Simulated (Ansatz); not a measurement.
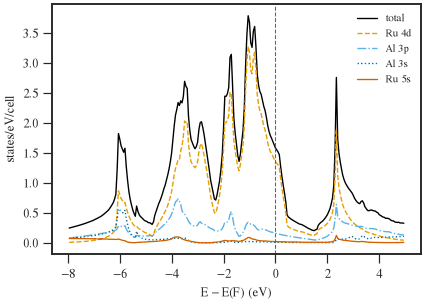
Fig. 1. Total and projected density of states of AlRu (CsCl type, Pm-3m), the program Ansatz at the PBEsol level (PAW)

Which orbitals carry the states next to the Fermi level?

Within 0.5 eV of the Fermi level: Ru 4d 84 %, Al 3p 11 %. Projections are on Löwdin-orthogonalised atomic valence shells; empty p or d shells of many metals are not among them.

Where is the tallest occupied peak in this window, and what makes it?

Near -1.0 eV, about 3.8 states/eV per cell; the largest projected share is Ru 4d.

Symmetry was held in the PBEsol relaxation. The run is not spin-polarised. Scalar-relativistic: spin–orbit coupling is off unless named, which matters more the heavier the elements.

Potentials: the earlier of the program's two PAW sets. The files were generated under PBE; for other functionals the program regenerates the frozen cores, and for LDA and PBEsol the local potential too.
